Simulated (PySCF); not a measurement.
# OH− (hydroxide): PBE/aug-cc-pVTZ

Aim: the energy change on altering one bond length of OH− (hydroxide) at PBE/aug-cc-pVTZ, from 2 runs. Input form: a Python script.

Program for the calculation: PySCF 2.14.0.

2 further runs of the same task are left out: 2 set aside as unsound or not needed.

## Step 1: The structure to begin with

OH− has 2 atoms, charge -1, and is taken as a singlet. SMILES: `[OH-]`. Geometry: relaxed at PBE0-D4/def2-TZVPD.

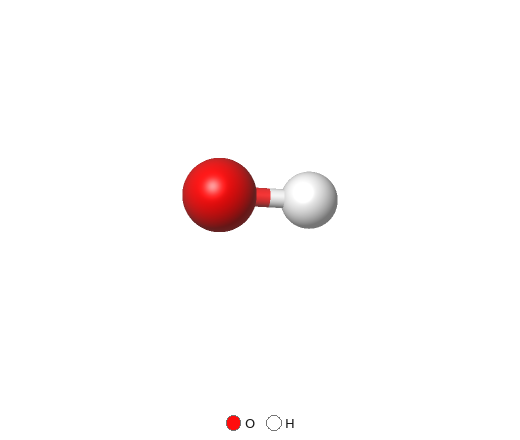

The structure, seen from a chosen angle (oxygen red, hydrogen white).

## Step 2: A single-point energy at PBE/aug-cc-pVTZ

Input file calc.py:

```python
from pyscf import gto, dft

mol = gto.M(
    atom=[
    ('O', (0.411800, -0.131800, 0.212500)),
    ('H', (-0.411800, 0.131800, -0.212500)),
],
    max_memory=1860,
    charge=-1,
    basis='aug-cc-pvtz',
    verbose=3,
    spin=0,
)

mf = dft.RKS(mol, xc='pbe')
mf.conv_tol = 1e-10
mf.grids.level = 5
mf.kernel()
if not mf.converged:
    mf = mf.newton().run(mf.mo_coeff, mf.mo_occ)

e_tot = mf.e_tot
print('E = %.10f Eh' % e_tot)
```

Started as:

```bash
$ OMP_NUM_THREADS=1 python calc.py
```

The log of the run:

```text
converged SCF energy = -75.7542068357348
E = -75.7542068357 Eh
```

It took 7.5 s on 1 thread of Intel Xeon at 2.70GHz, shared host; peak memory 0.31 GiB.

## Step 3: The distorted shape, same level

Input file run.py:

```python
from pyscf import gto, dft

mol = gto.M(
    atom='O 0.823580 -0.263594 0.424990; H -0.411800 0.131800 -0.212500',
    spin=0,
    verbose=4,
    basis='aug-cc-pvtz',
    max_memory=1860,
    charge=-1,
)

mf = dft.RKS(mol)
mf.xc = 'pbe'
mf.grids.level = 5
mf.conv_tol = 1e-10
mf.kernel()
if not mf.converged:
    mf = mf.newton().run(mf.mo_coeff, mf.mo_occ)

etot = mf.e_tot
print(f'total energy: {etot:.8f} hartree')
```

Started as:

```bash
$ OMP_NUM_THREADS=1 python run.py
```

The log of the run:

```text
PySCF version 2.14.0

[INPUT] num. atoms = 2
[INPUT] num. electrons = 10
[INPUT] charge = -1
[INPUT] spin (= nelec alpha-beta = 2S) = 0
[INPUT] symmetry False subgroup None
[INPUT] Mole.unit = angstrom
[INPUT] Symbol           X                Y                Z      unit          X                Y                Z       unit  Magmom
[INPUT]  1 O      0.823580000000  -0.263594000000   0.424990000000 AA    1.556340641669  -0.498120468079   0.803114705679 Bohr   0.0
[INPUT]  2 H     -0.411800000000   0.131800000000  -0.212500000000 AA   -0.778189218096   0.249065903218  -0.401566801470 Bohr   0.0

nuclear repulsion = 2.92909160501037
number of shells = 22
number of NR pGTOs = 83
number of NR cGTOs = 69
basis = aug-cc-pvtz
ecp = {}

******** <class 'pyscf.dft.rks.RKS'> ********
method = RKS
initial guess = minao
damping factor = 0
level_shift factor = 0
DIIS = <class 'pyscf.scf.diis.CDIIS'>
diis_start_cycle = 1
diis_space = 8
diis_damp = 0
SCF conv_tol = 1e-10
SCF conv_tol_grad = None
SCF max_cycles = 50
direct_scf = True
direct_scf_tol = 1e-13
XC library pyscf.dft.libxc version 7.0.0
    S. Lehtola, C. Steigemann, M. J.T. Oliveira, and M. A.L. Marques.,  SoftwareX 7, 1–5 (2018)
XC functionals = pbe
    J. P. Perdew, K. Burke, and M. Ernzerhof.,  Phys. Rev. Lett. 77, 3865 (1996)
    J. P. Perdew, K. Burke, and M. Ernzerhof.,  Phys. Rev. Lett. 78, 1396 (1997)
    J. P. Perdew, K. Burke, and M. Ernzerhof.,  Phys. Rev. Lett. 77, 3865 (1996)
    J. P. Perdew, K. Burke, and M. Ernzerhof.,  Phys. Rev. Lett. 78, 1396 (1997)
radial grids:
    Treutler-Ahlrichs [JCP 102, 346 (1995); DOI:10.1063/1.469408] (M4) radial grids

becke partition: Becke, JCP 88, 2547 (1988); DOI:10.1063/1.454033
pruning grids: <function nwchem_prune>
grids dens level: 5
symmetrized grids: False
atomic radii adjust function: <function treutler_atomic_radii_adjust>
small_rho_cutoff = 0
Set gradient conv threshold to 1e-05
Initial guess from minao.
tot grids = 66520
init E= -75.4541344550074
  HOMO = -0.336130658364312  LUMO = -0.107473440331649  gap/eV = 6.22208
cycle= 1 E= -75.3003989164029  delta_E= 0.154  |g|= 1.25  |ddm|= 0.694

WARN: HOMO 0.278704690663369 == LUMO 0.278704690800119

cycle= 2 E= -69.9373405559708  delta_E= 5.36  |g|= 2.94  |ddm|= 15.8
  HOMO = -0.114632617331726  LUMO = 0.0608077925931685  gap/eV = 4.77398
cycle= 3 E= -75.4642386650014  delta_E= -5.53  |g|= 0.939  |ddm|= 15.8
  HOMO = 0.0212664823410883  LUMO = 0.11819426208578  gap/eV = 2.63754
cycle= 4 E= -75.6030820369111  delta_E= -0.139  |g|= 0.597  |ddm|= 0.273
  HOMO = 0.0216254359276847  LUMO = 0.106947911593998  gap/eV = 2.32174
cycle= 5 E= -75.6360543945977  delta_E= -0.033  |g|= 0.469  |ddm|= 0.109
  HOMO = 0.034817634054691  LUMO = 0.112690286968903  gap/eV = 2.11902
cycle= 6 E= -75.6453519083674  delta_E= -0.0093  |g|= 0.395  |ddm|= 0.0692
  HOMO = 0.0567035234354741  LUMO = 0.116562225371444  gap/eV = 1.62884
cycle= 7 E= -75.677328445199  delta_E= -0.032  |g|= 0.126  |ddm|= 0.127
  HOMO = 0.074208718218604  LUMO = 0.124216706331852  gap/eV = 1.36079
cycle= 8 E= -75.6806927255964  delta_E= -0.00336  |g|= 0.0123  |ddm|= 0.071
  HOMO = 0.0732427788223088  LUMO = 0.123487708335858  gap/eV = 1.36723
cycle= 9 E= -75.6807659031335  delta_E= -7.32e-05  |g|= 0.0017  |ddm|= 0.0153
  HOMO = 0.0731379960529129  LUMO = 0.123464498312583  gap/eV = 1.36945
cycle= 10 E= -75.6807665359918  delta_E= -6.33e-07  |g|= 0.000224  |ddm|= 0.00065
  HOMO = 0.0731038849806676  LUMO = 0.123448319556179  gap/eV = 1.36994
cycle= 11 E= -75.6807665467019  delta_E= -1.07e-08  |g|= 1.99e-05  |ddm|= 0.000131
  HOMO = 0.0731053654039526  LUMO = 0.12344866682759  gap/eV = 1.36991
cycle= 12 E= -75.6807665468049  delta_E= -1.03e-10  |g|= 2.18e-07  |ddm|= 1.06e-05
  HOMO = 0.0731054135828624  LUMO = 0.123448690708861  gap/eV = 1.36991
cycle= 13 E= -75.6807665468055  delta_E= -6.25e-13  |g|= 7.78e-08  |ddm|= 2.21e-07
  HOMO = 0.0731053770868366  LUMO = 0.123448683950352  gap/eV = 1.36991
Extra cycle  E= -75.6807665468052  delta_E= 3.55e-13  |g|= 3.64e-07  |ddm|= 2.07e-07
converged SCF energy = -75.6807665468052
total energy: -75.68076655 hartree
```

It took 5.7 s on 1 thread of Intel Xeon at 2.70GHz, shared host; peak memory 0.31 GiB.

## Step 4: What came out

Level: PBE/aug-cc-pVTZ.

```
                                                              quantity         value
                                             first shape: total energy  -75.75421 Eh
                                              first shape: HOMO energy       2.20 eV
                                              first shape: LUMO energy       3.69 eV
    first shape: HOMO–LUMO gap (to an unbound level, set by the basis)       1.49 eV
                                         distorted shape: total energy  -75.68077 Eh
                                          distorted shape: HOMO energy       1.99 eV
                                          distorted shape: LUMO energy       3.36 eV
distorted shape: HOMO–LUMO gap (to an unbound level, set by the basis)       1.37 eV
     energy change with the O1–H2 bond stretched from 0.964 to 1.445 Å      1.998 eV
```

What this shows: With the O1–H2 bond stretched from 0.964 to 1.445 Å the energy rises by 2.00 eV (193 kJ/mol). The first shape isn't relaxed at this level, so the change isn't measured from a minimum. The HOMO (first shape) lies at positive energy, 2.20 eV, as semi-local functionals often give for anions; only total energies tell whether the electron is bound. The HOMO (distorted shape) lies at positive energy, 1.99 eV, as semi-local functionals often give for anions; only total energies tell whether the electron is bound.
